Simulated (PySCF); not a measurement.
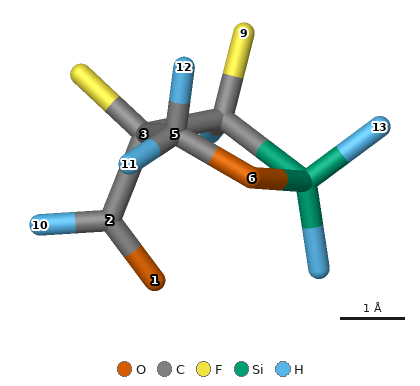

Fig. 1: The input geometry (stick view, seen at a tilt; atoms are numbered from 1 in the order of the input).

# Excited-state calculation, with input and output: C4H6F2O2Si

The run: excited-state calculation of C4H6F2O2Si. Method and program: TDDFT CAM-B3LYP/def2-SVPD, vertical, gas phase, core orbitals frozen in the response (PySCF 2.14.0).

The geometry comes from this level: GFN2-xTB. It belongs to a series of runs on one base structure; here: constitutional isomer.

## Log
```
coarse grid: 14032 points
cycle   1  E = -794.6523631752  dE =  1.670e+00  |g| = 1.173e+00  |ddm| = 5.768e+00
cycle   2  E = -794.2580925915  dE =  3.943e-01  |g| = 1.918e+00  |ddm| = 3.635e+00
cycle   3  E = -794.9155102805  dE = -6.574e-01  |g| = 1.419e-01  |ddm| = 2.322e+00
cycle   4  E = -794.9175399209  dE = -2.030e-03  |g| = 1.067e-01  |ddm| = 2.446e-01
cycle   5  E = -794.9195075682  dE = -1.968e-03  |g| = 9.877e-03  |ddm| = 1.187e-01
cycle   6  E = -794.9195344824  dE = -2.691e-05  |g| = 3.367e-03  |ddm| = 2.966e-02
cycle   7  E = -794.9195372422  dE = -2.760e-06  |g| = 1.438e-03  |ddm| = 7.838e-03
final grid: 134616 points
cycle   8  E = -795.0477790301  dE = -3.256e-05  |g| = 5.357e-03  |ddm| = 8.365e-02
cycle   9  E = -795.0477747874  dE =  4.243e-06  |g| = 7.501e-03  |ddm| = 1.613e-02
cycle  10  E = -795.0477842536  dE = -9.466e-06  |g| = 4.940e-04  |ddm| = 7.657e-03
cycle  11  E = -795.0477842821  dE = -2.851e-08  |g| = 3.651e-04  |ddm| = 9.110e-04
cycle  12  E = -795.0477843063  dE = -2.419e-08  |g| = 6.044e-05  |ddm| = 4.851e-04
cycle  13  E = -795.0477843072  dE = -9.429e-10  |g| = 1.713e-05  |ddm| = 1.183e-04
```

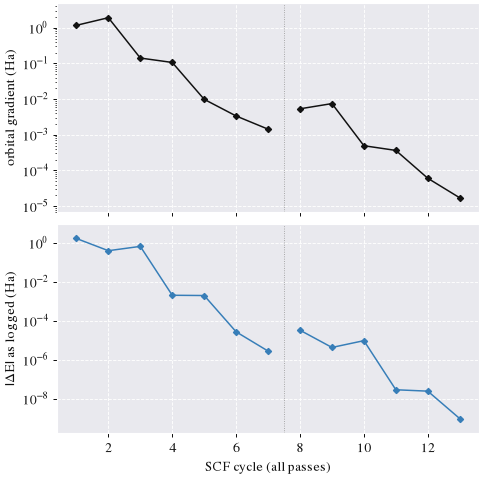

Fig. 2: Convergence of the self-consistent field: orbital gradient and size of the energy change against the SCF cycle. The dotted line marks the change from a coarse to the final integration grid. The first 7 cycles use a coarse grid, the final grid takes over at cycle 8, and the field converges after 13 cycles in all.

```
converged SCF energy = -795.0477843072

Static polarisability (au): isotropic 73.688, principal 64.948 74.163 81.952

Singlet excitations
state   eV       nm        f      main configurations
  1   4.2228    293.6   0.00017   H->L 0.79, H-2->L 0.10
  2   6.4356    192.7   0.00753   H-2->L 0.66, H->L 0.17, H-1->L 0.14
  3   6.5981    187.9   0.04836   H-1->L 0.73, H-2->L 0.21
  4   7.2276    171.5   0.01451   H->L+1 0.52, H-1->L+1 0.34
  5   7.3597    168.5   0.01722   H-3->L 0.53, H-1->L+1 0.22, H->L+1 0.10
  6   7.4322    166.8   0.00729   H-3->L 0.40, H-1->L+1 0.28, H->L+1 0.13
  7   7.7369    160.3   0.01165   H-2->L+1 0.61, H->L+3 0.09
  8   7.8855    157.2   0.00256   H->L+2 0.46, H->L+3 0.16

Triplet excitations (Tamm-Dancoff, eV): 3.6334 5.8842 6.3513
```

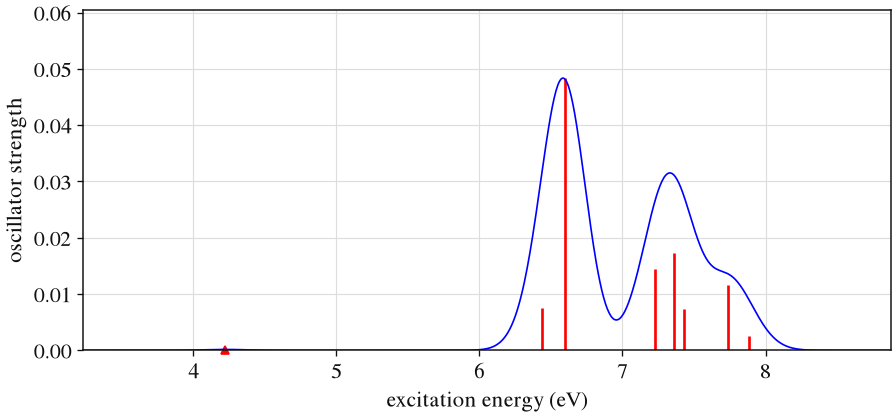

Fig. 3: Computed excitations as sticks (degenerate states added up, dark ones marked on the axis), with a Gaussian envelope of 0.35 eV full width at half maximum, scaled to the tallest. Of the 8 states the lowest lies at 4.22 eV (f = 0.000); the strongest line is at 6.60 eV, or 188 nm (f = 0.048).

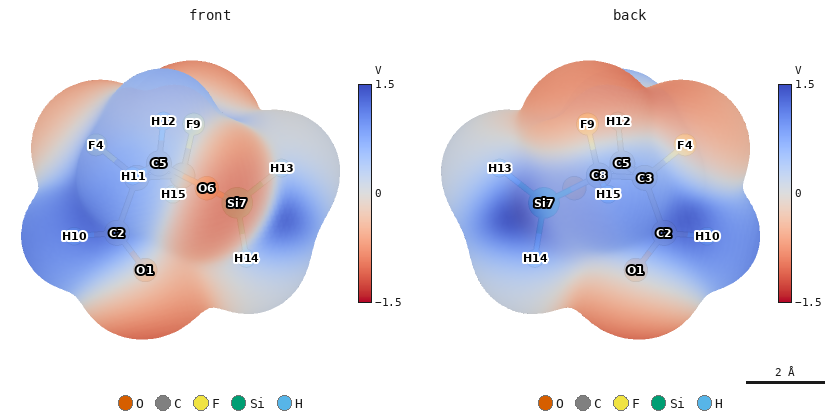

Fig. 4: The molecular electrostatic potential painted on the density surface at 0.001 e/bohr³, seen at a tilt and from behind; the colour scale runs from red (negative) to blue (positive).

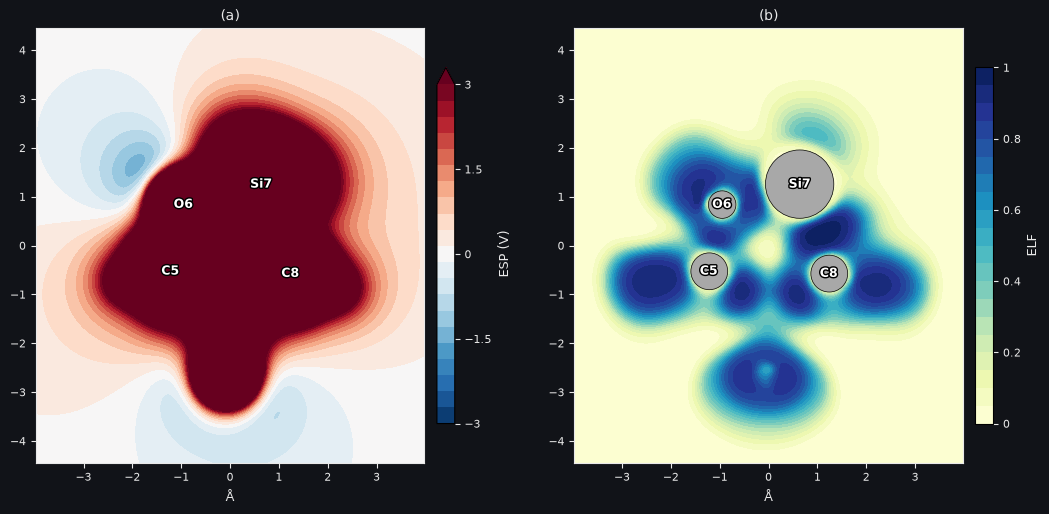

Fig. 5: (a) molecular electrostatic potential; (b) ELF on the plane of atoms O6, Si7 and C8. Grey discs, where drawn, cover atomic cores. The section cuts through C, O and Si sites. C–Si (1.93 Å): the ELF peaks at about 1 between the atoms, which marks localised, shared-pair bonding.

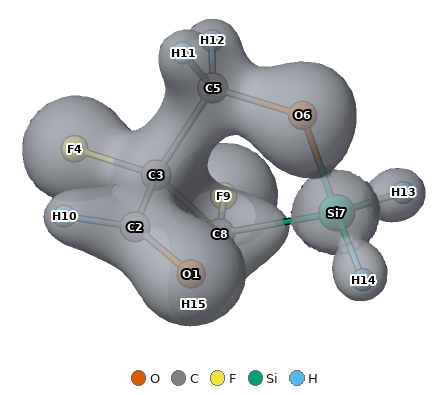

Fig. 6: Isosurface of the electron density at 0.8 e/Å³ (grey), seen at a tilt. At this value the surface is in one piece. On the grid the lowest density along these lines, outside the cores, is 2.9 e/Å³ (C–O, 1.20 Å), 1.6 e/Å³ (C–F, 1.38 Å), 1.8 e/Å³ (C–C, 1.50 Å) and 0.97 e/Å³ (Si–O, 1.64 Å).

The run was set up as follows.

## Input
```
{"job": {"kind": "uv", "xc": "CAM-B3LYP", "basis": "def2-SVPD", "nstates": 8, "ntriplets": 3}, "charge": 0, "multiplicity": 1}
O     -1.064244    -0.276137     1.876377
C     -1.567606    -0.096558     0.803422
C     -0.775334    -0.073705    -0.472574
F     -1.626858    -0.219518    -1.546211
C     -0.059903     1.295632    -0.554649
O      1.011115     1.282683     0.332074
Si     1.610518    -0.198995     0.703008
C      0.324552    -1.125863    -0.397447
F      0.874194    -1.310933    -1.651720
H     -2.644965     0.101774     0.672745
H     -0.735279     2.115478    -0.291298
H      0.287542     1.432124    -1.585043
H      2.901804    -0.374080     0.050244
H      1.527494    -0.449448     2.124780
H     -0.067445    -2.094462    -0.085620
```

The first line tells a small driver script what to run in PySCF; the rest is the geometry in Å.

Launched with:
```bash
OMP_NUM_THREADS=1 python <driver script> task.json out
```

## Key numbers

```json
{"quantity": "outcome", "value": "converged"}
{"quantity": "total energy", "value": "−795.047784 hartree"}
{"quantity": "HOMO", "value": "−9.56 eV"}
{"quantity": "LUMO", "value": "−0.54 eV"}
{"quantity": "dipole moment", "value": "0.79 D"}
{"quantity": "mean polarisability", "value": "73.69 a.u."}
{"quantity": "lowest singlet excitation", "value": "4.22 eV"}
{"quantity": "hardware", "value": "1 CPU thread, shared host"}
{"quantity": "wall time", "value": "2.4 min"}
{"quantity": "peak memory", "value": "1.1 GiB"}
```
